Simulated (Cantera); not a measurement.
Feed: 1 mol SiH4, 0.19 mol CH4, 6.3 mol H2, held at 11.0 mbar.

Cantera equilibrium calculation (NASA polynomials, part measured and part estimated; ideal gas, pure solids and liquids). Candidate condensed phases: C, C6H6, C7H8, C8H18, Si, SiC; 87 gas species. Mutual solubility and eutectic melting of coexisting phases are not modelled. Gases not in the tables: Si2H6 and higher silanes. The numbers say what is thermodynamically allowed, not how fast it happens.

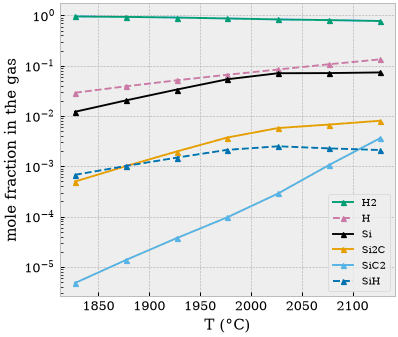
Figure. Equilibrium gas composition (values under 1e-9 drawn at 1e-9)

From 1827 °C to 1977 °C the condensed part is Si(l) + SiC(s). From 2027 °C to 2127 °C the condensed part is SiC(s). The main Si-bearing gas is Si throughout. The share of Si in condensed phases is highest at 1827 °C (87.2 %) and lowest at 2127 °C (0.5 %).
